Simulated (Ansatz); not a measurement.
# SrVO3 (Pm-3m): one cell, many starting occupations

Aim: start the open shells of SrVO3 (Pm-3m) from different occupation matrices at one fixed cell, and see in which states the SCF ends. Cell and atoms stay fixed.

Program: Ansatz 0.2.0. Level of theory: DFT r²SCAN+U (U_eff = 2.5 eV on V d), plane waves, PAW. These are calculated values, not measurements.

## Step 1: The structure to begin with

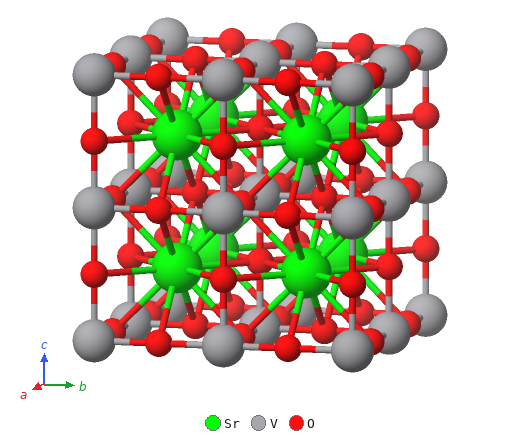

The starting structure, seen slightly off an axis (strontium green, vanadium grey, oxygen red). 2×2×2 cells are drawn. Atoms on the faces are drawn again on the opposite ones.

As a file:

```cif
data_structure
_symmetry_space_group_name_H-M 'P 1'
_symmetry_Int_Tables_number 1
_cell_length_a 3.8409
_cell_length_b 3.8409
_cell_length_c 3.8409
_cell_angle_alpha 90.000
_cell_angle_beta 90.000
_cell_angle_gamma 90.000
_cell_volume 56.66
loop_
_atom_site_label
_atom_site_type_symbol
_atom_site_fract_x
_atom_site_fract_y
_atom_site_fract_z
_atom_site_occupancy
Sr1 Sr 0.50000 0.50000 0.50000 1
V1 V 0.00000 0.00000 0.00000 1
O1 O 0.50000 0.00000 0.00000 1
O2 O 0.00000 0.50000 0.00000 1
O3 O 0.00000 0.00000 0.50000 1
```

Magnetic order typed: ferromagnetic.

The runs: from atoms, symmetry kept, no search; natural orbitals of the symmetric run, filled by rank; random orbitals: single harmonics, first filling; random orbitals: fully mixed, first filling; random orbitals: drawn by pairs, first filling; from atoms, default search.

## Step 2: From atoms, symmetry kept, no search

The input, input.yaml:

```yaml
crystal:
  lattice:
    - [3.8408994, 0.0, 0.0]
    - [0.0, 3.8408994, 0.0]
    - [0.0, 0.0, 3.8408994]
  atoms:
    - { symbol: Sr, position: [0.5, 0.5, 0.5] }
    - { symbol: V, position: [0.0, 0.0, 0.0], spin: 1.0 }
    - { symbol: O, position: [0.5, 0.0, 0.0] }
    - { symbol: O, position: [0.0, 0.5, 0.0] }
    - { symbol: O, position: [0.0, 0.0, 0.5] }
basis:
  ecutwfc: 500
  ecutrho_ratio: 4
kpoints:
  mp_grid: { grid: [5, 5, 5] }
hamiltonian:
  xc: r2scan
  hubbard: { sites: [{ site: 1, l: d, u_eff: 2.5 }] }
scf:
  occupations: { method: gaussian, width: 0.05 }
  lower_state_search: "off"
  max_iter: 150
output:
  forces: true
  stress: true
  eigenvalues: true
  populations: true
  hubbard: { sites: [{ site: 1, l: d }] }
magnetization:
  spin_polarized: true
```

On the command line:

```
$ ansatz run input.yaml --threads 4 --pin off --max-ram 6144MiB --backend cpu --events-out ev --progress --plain --runs-dir out
```

The log of the run, cut to the lines that bear on the results:

```text
Warning: RAYON_NUM_THREADS=4 ignored (pool sized by the plan → 4); use --threads N
Sr: projections on atomic orbitals take those of the free atom [Ar 3d10] 4s2 4p6 5s2, of charge +0.00 (hamiltonian.pseudopotentials.projection_atoms); the dataset's partial waves leave at most 2.8e-6 of an orbital's norm unspanned inside its sphere
V: projections on atomic orbitals take those of the free atom [Ne] 3s2 3p6 3d3 4s2, of charge +0.00 (hamiltonian.pseudopotentials.projection_atoms); the dataset's partial waves leave at most 5.8e-7 of an orbital's norm unspanned inside its sphere
[...]
Occupation matrices written to <dir>
--- Löwdin populations: 5 sites ---
  site symbol       q [e]    m [muB]
     0     Sr      8.2423     0.0001
     1      V     11.6564     1.2909
     2      O      6.9291    -0.1021
     3      O      6.9291    -0.1021
     4      O      6.9291    -0.1021
  spilling = 0.007660 (of n_electrons = 41.000000)
--- Occupation matrices: 1 shell (run DFT+U table (all-electron-ortho-atomic); ε = 1.22e-2) ---
  V1 d_3D: site group Oh (m-3m)
  V1 d_3D up     Tr n = 2.2665  λ = 0.310 0.310 0.549 0.549 0.549  [2× z2 0.50 (Eg 1.00) Eg(1.00) | 3× xz 0.33 (T2g 1.00) T2g(1.00)]
  V1 d_3D dn     Tr n = 0.9841  λ = 0.141 0.141 0.141 0.281 0.281  [3× xz 0.33 (T2g 1.00) T2g(1.00) | 2× z2 0.50 (Eg 1.00) Eg(1.00)]
  Tr n, λ and their labels are of the run-group-symmetrised matrices; stabiliser: 48 of 96 elements of G0×{1,Θ} (closed), max defect 1.2e-15 at τ = 2.6e-3
```

Wall time 3.7 s (4 threads of Arm Neoverse V1, shared host); peak memory 0.5 GiB.

End state: no gap, pressure 1.3 GPa, moments in spheres V 0.94; O -0.08 μB, largest force component 0.00 eV/Å, 48 symmetry operations imposed.

The shells' filling, with natural orbitals sorted by occupation:

```tsv
shell	channel	electrons	over 0.8	0.2 to 0.8	under 0.2
V 3d (atom 2)	up	2.27	0	5	0
V 3d (atom 2)	down	0.98	0	2	3
```

[end of part 1 of 3]
